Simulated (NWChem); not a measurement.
# CHClNSi (SMILES N#C[SiH]Cl) at 6 levels

We compute a comparison of 6 runs (UCAM-B3LYP/DGauss-DZVP, UCAM-B3LYP/SBKJC-VDZ, UCAM-B3LYP/MINI, UCAM-B3LYP/LANL2DZ, UCAM-B3LYP/MIDI!, UCAM-B3LYP/jorge-DZP) of CHClNSi. 

The results are computed with NWChem 7.3.0.

30 further runs of the same task are left out: 30 set aside as unsound or not needed.

## Step 1: The system as given

CHClNSi: 5 atoms, total charge 0, spin state doublet. SMILES: `N#C[SiH]Cl`. The coordinates come from a PBE0-D4/def2-TZVP relaxation.

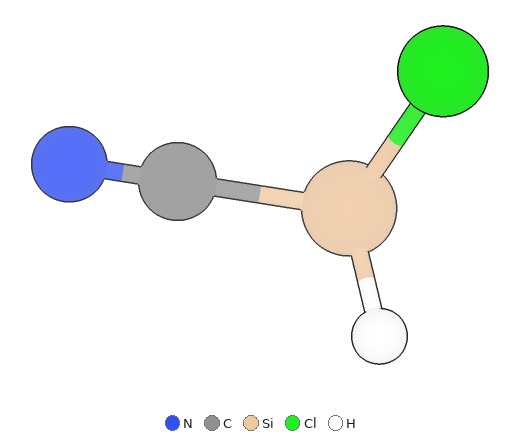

The structure, seen from a chosen angle (nitrogen blue, carbon grey, silicon light orange, chlorine green, hydrogen white).

## Step 2: A single-point energy at UCAM-B3LYP/DGauss-DZVP (run 1)

chclnsi.nw reads:

```
echo
start chclnsi
memory 2200 mb

geometry noautosym nocenter noautoz
N    -1.370200    0.130500   -1.827500
C    -0.756100    0.007500   -0.858000
Si    0.105400   -0.310100    0.730000
Cl    2.040100   -0.810700    0.347000
H     0.030700    0.909000    1.567100
end

basis spherical bse
* library DGauss-DZVP
end

dft
xc xcamb88 1.00 lyp 0.81 vwn_5 0.19 hfexch 1.00
cam 0.33 cam_alpha 0.19 cam_beta 0.46
mult 2
grid fine
convergence energy 1e-08
direct
maxiter 100
mulliken
print low
end

task dft energy
```

The run is started by

```bash
nwchem chclnsi.nw > chclnsi.out
```

What it wrote:

```text
[...]
 d= 0,ls=0.0,diis     1   -842.9240352309 -1.01D+03  1.11D-02  1.68D-01     1.8
[...]
 d= 0,ls=0.0,diis    14   -843.0279390320 -6.66D-10  2.40D-07  3.71D-11    24.0
[...]
         Total DFT energy =     -843.027939031963
      One electron energy =    -1489.909472993487
           Coulomb energy =      543.215354389992
    Exchange-Corr. energy =      -61.626525488824
 Nuclear repulsion energy =      165.292705060356
[...]
      Total Density - Mulliken Population Analysis
     ---------------------------------------------
    Atom       Charge   Shell Charges
 -----------   ------   -------------------------------------------------------
    1 N    7     7.06   2.00  0.93  0.70  2.65  0.73  0.05
    2 C    6     6.21   2.00  0.79  0.52  2.39  0.48  0.04
    3 Si  14    13.57   2.00  2.00  0.94  0.34  5.99  1.98  0.13  0.19
    4 Cl  17    17.18   2.00  2.00  1.14  0.79  5.99  3.88  1.36  0.02
    5 H    1     0.98   0.54  0.44
[...]
      <S2> =      0.7533 (Exact =     0.7500)
[...]
```

It took 25 s on 1 thread of Intel Xeon Platinum 8559C (Emerald Rapids), shared host; peak memory 0.11 GiB.

## Step 3: A single-point energy at UCAM-B3LYP/SBKJC-VDZ (core potential) (run 2)

chclnsi.nw reads:

```
echo
start chclnsi
memory 2200 mb
geometry noautosym nocenter noautoz
   N    -1.370200    0.130500   -1.827500
   C    -0.756100    0.007500   -0.858000
   Si    0.105400   -0.310100    0.730000
   Cl    2.040100   -0.810700    0.347000
   H     0.030700    0.909000    1.567100
end
basis "ao basis" spherical bse
   * library SBKJC-VDZ
end
ecp bse
   N library SBKJC-VDZ
   C library SBKJC-VDZ
   Si library SBKJC-VDZ
   Cl library SBKJC-VDZ
end
dft
   xc xcamb88 1.00 lyp 0.81 vwn_5 0.19 hfexch 1.00
   cam 0.33 cam_alpha 0.19 cam_beta 0.46
   mult 2
   grid fine
   convergence energy 1e-08
   direct
   iterations 100
   mulliken
   print low
end
task dft energy
```

The run is started by

```bash
nwchem chclnsi.nw > chclnsi.out
```

What it wrote:

```text
[...]
 d= 0,ls=0.0,diis     1    -34.6677385017 -7.26D+01  2.33D-02  1.27D-01     0.7
[...]
 d= 0,ls=0.0,diis    13    -34.7650222660 -3.84D-09  1.10D-06  1.35D-10     7.3
[...]
         Total DFT energy =      -34.765022266038
      One electron energy =     -129.730696242898
           Coulomb energy =       65.477585787271
    Exchange-Corr. energy =       -8.472793569692
 Nuclear repulsion energy =       37.960881759280
[...]
      Total Density - Mulliken Population Analysis
     ---------------------------------------------
    Atom       Charge   Shell Charges
 -----------   ------   -------------------------------------------------------
    1 N    5     4.63   1.33  2.73  0.13  0.44
    2 C    4     4.58   1.18  2.54  0.30  0.56
    3 Si   4     3.61   1.19  2.03  0.25  0.14
    4 Cl   7     7.16   1.51  3.84  0.44  1.38
    5 H    1     1.01   0.42  0.59
[...]
      <S2> =      0.7541 (Exact =     0.7500)
[...]
```

Run time: 8.1 s. Hardware: 1 thread of Intel Xeon Platinum 8559C (Emerald Rapids), shared host; peak memory 0.11 GiB.

Runs 3 to 4 aren't shown in full; the table further down has their settings and results.

## Step 4: The energy at UCAM-B3LYP/MIDI! (run 5)

chclnsi.nw reads:

```
start chclnsi
title "CHClNSi"
memory stack 880 mb heap 220 mb global 1100 mb
geometry units angstrom noautosym nocenter noautoz
   N       -1.370200       0.130500      -1.827500
   C       -0.756100       0.007500      -0.858000
   Si       0.105400      -0.310100       0.730000
   Cl       2.040100      -0.810700       0.347000
   H        0.030700       0.909000       1.567100
end
basis spherical bse
   * library "MIDI!"
end
dft
   xc xcamb88 1.00 lyp 0.81 vwn_5 0.19 hfexch 1.00
   cam 0.33 cam_alpha 0.19 cam_beta 0.46
   mult 2
   grid fine
   convergence energy 1e-08
   direct
   iterations 100
   mulliken
   noprint "final vectors analysis"
end
task dft
```

The run is started by

```bash
nwchem chclnsi.nw > chclnsi.out
```

What it wrote:

```text
[...]
          Wavefunction type:  spin polarized.
          No. of atoms     :     5
          No. of electrons :    45
[...]
          Charge           :     0
          Spin multiplicity:     2
[...]
          AO basis - number of functions:    61
[...]
              XC Information
              --------------
                     Hartree-Fock (Exact) Exchange  1.000
                   CAM-Becke88 Exchange Functional  1.000
                      VWN V Correlation Functional  0.190 local
              Lee-Yang-Parr Correlation Functional  0.810
[...]
 d= 0,ls=0.0,diis     1   -838.7986753430 -1.00D+03  9.77D-03  1.62D-01     1.3
[...]
 d= 0,ls=0.0,diis    13   -838.8925351577 -2.01D-09  3.14D-07  6.74D-11    15.1
[...]
         Total DFT energy =     -838.892535157734
      One electron energy =    -1485.673696146784
           Coulomb energy =      543.094699614881
    Exchange-Corr. energy =      -61.606243686188
 Nuclear repulsion energy =      165.292705060356
[...]
      Total Density - Mulliken Population Analysis
     ---------------------------------------------
    Atom       Charge   Shell Charges
 -----------   ------   -------------------------------------------------------
    1 N    7     7.36   1.99  0.96  0.97  1.60  1.79  0.05
    2 C    6     5.92   1.99  0.82  0.31  1.47  1.33
    3 Si  14    13.37   2.00  1.97  0.76  0.47  5.84  1.54  0.57  0.21
    4 Cl  17    17.32   2.00  2.00  1.18  0.77  5.97  2.88  2.51  0.02
    5 H    1     1.03   0.52  0.50
[...]
      <S2> =      0.7533 (Exact =     0.7500)
[...]
```

It took 16 s on 1 thread of Intel Xeon Platinum 8559C (Emerald Rapids), shared host; peak memory 0.11 GiB.

## Step 5: A single-point energy at UCAM-B3LYP/jorge-DZP (run 6)

nw.nw reads:

```
start nw
memory stack 880 mb heap 220 mb global 1100 mb

geometry noautosym nocenter noautoz
 N    -1.370200    0.130500   -1.827500
 C    -0.756100    0.007500   -0.858000
 Si    0.105400   -0.310100    0.730000
 Cl    2.040100   -0.810700    0.347000
 H     0.030700    0.909000    1.567100
end

basis spherical bse
 * library jorge-DZP
end

dft
 xc xcamb88 1.00 lyp 0.81 vwn_5 0.19 hfexch 1.00
 cam 0.33 cam_alpha 0.19 cam_beta 0.46
 mult 2
 grid fine
 convergence energy 1e-08
 direct
 iterations 100
 mulliken
 noprint "final vectors analysis"
end

task dft energy
```

The run is started by

```bash
nwchem nw.nw > nw.out
```

What it wrote:

```text
[...]
          Wavefunction type:  spin polarized.
          No. of atoms     :     5
          No. of electrons :    45
[...]
          Charge           :     0
          Spin multiplicity:     2
[...]
          AO basis - number of functions:    83
[...]
              XC Information
              --------------
                     Hartree-Fock (Exact) Exchange  1.000
                   CAM-Becke88 Exchange Functional  1.000
                      VWN V Correlation Functional  0.190 local
              Lee-Yang-Parr Correlation Functional  0.810
[...]
 d= 0,ls=0.0,diis     1   -843.0177915530 -1.01D+03  8.05D-03  1.02D+00     2.7
[...]
 d= 0,ls=0.0,diis    14   -843.1277008791 -2.37D-09  3.96D-07  1.99D-10    37.4
[...]
         Total DFT energy =     -843.127700879110
      One electron energy =    -1490.428359893350
           Coulomb energy =      543.784407969339
    Exchange-Corr. energy =      -61.776454015455
 Nuclear repulsion energy =      165.292705060356
[...]
      Total Density - Mulliken Population Analysis
     ---------------------------------------------
    Atom       Charge   Shell Charges
 -----------   ------   -------------------------------------------------------
    1 N    7     7.03   0.95  1.03  0.87  0.77  2.64  0.74  0.04
    2 C    6     6.23   0.93  1.05  0.72  0.56  2.37  0.56  0.04
    3 Si  14    13.55   0.39  0.80  0.70  0.13  1.95  0.99  0.28  5.32  0.72  1.38  0.61  0.28
    4 Cl  17    17.17   0.27  0.68  1.02  0.95  1.03  0.96  1.00  5.82  1.03  2.71  1.67  0.02
    5 H    1     1.02   0.72  0.30  0.01
[...]
      <S2> =      0.7537 (Exact =     0.7500)
[...]
```

It took 38 s on 1 thread of Intel Xeon Platinum 8559C (Emerald Rapids), shared host; peak memory 0.11 GiB.

## Step 6: All runs side by side

```csv
run,level,core potential,energy (Eh),⟨S²⟩,wall time
1,UCAM-B3LYP/DGauss-DZVP,–,-843.027939,0.753,25 s
2,UCAM-B3LYP/SBKJC-VDZ (core potential),SBKJC-VDZ,-34.765022,0.754,8.1 s
3,UCAM-B3LYP/MINI,–,-838.524326,0.753,5.4 s
4,UCAM-B3LYP/LANL2DZ (core potential),LANL2DZ,-112.137377,0.754,8.7 s
5,UCAM-B3LYP/MIDI!,–,-838.892535,0.753,16 s
6,UCAM-B3LYP/jorge-DZP,–,-843.127701,0.754,38 s
```

## Step 7: Summary of results

| quantity | value |
| --- | --- |
| run 6: total energy | -843.12770 Eh |
| run 6: dipole moment | 2.89 D |
| run 6: ⟨S²⟩ | 0.754 |

Over runs 3, 4, 5, 6 the dipole moment (its size) runs from 2.55 D (UCAM-B3LYP/MIDI!) to 3.11 D (UCAM-B3LYP/LANL2DZ). The two ends differ in basis and core potential. Some runs of one species differ in core potentials or relativity; totals across that change don't compare. In run 3 the basis is minimal, so the values are rough. All runs together took 1.7 min, the longest 38 s.
